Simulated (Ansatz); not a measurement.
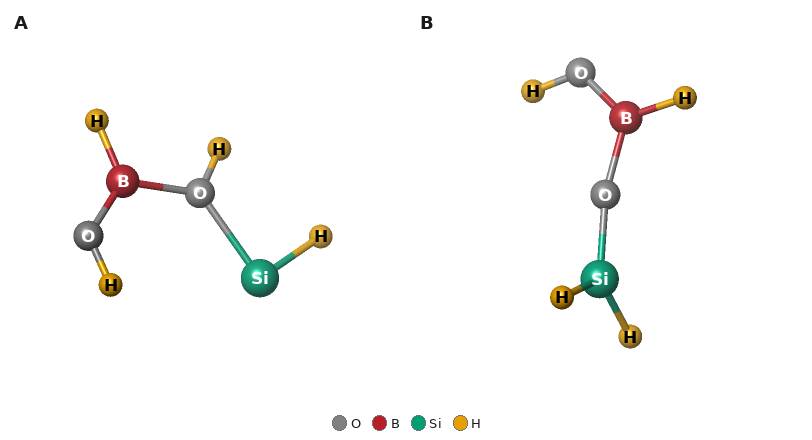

2 stationary structures of one formula. State: charge +1, singlet. Geometries: PBE0-D4/def2-TZVP. Electronic energies: RHF-CCSD(T) (frozen core)/def2-TZVPP (Ansatz 0.2.0), without zero-point energy. No frequency run is at hand to confirm each as a minimum. Each is one conformer, not always the lowest.

Rank them by energy, lowest first.

Answer. B is lowest (Cs); A lies 23.3 kcal/mol above it (Cs).

Give E(B) − E(A) in kcal/mol at these levels too: PBE0-D4/def2-TZVP; PBE0-D4/def2-TZVPP; B3LYP-D4/def2-TZVPP; PBE-D4/def2-TZVPP; ωB97M-V/def2-TZVPP; r2SCAN-D4/def2-TZVPP; RHF-CCSD(T) (frozen core)/def2-TZVPP.

| level | E(B) − E(A) (kcal/mol) |
| --- | --- |
| PBE0-D4/def2-TZVP | −25.3 |
| PBE0-D4/def2-TZVPP | −24.5 |
| B3LYP-D4/def2-TZVPP | −24.8 |
| PBE-D4/def2-TZVPP | −23.3 |
| ωB97M-V/def2-TZVPP | −22.0 |
| r2SCAN-D4/def2-TZVPP | −28.4 |
| RHF-CCSD(T) (frozen core)/def2-TZVPP | −23.3 |
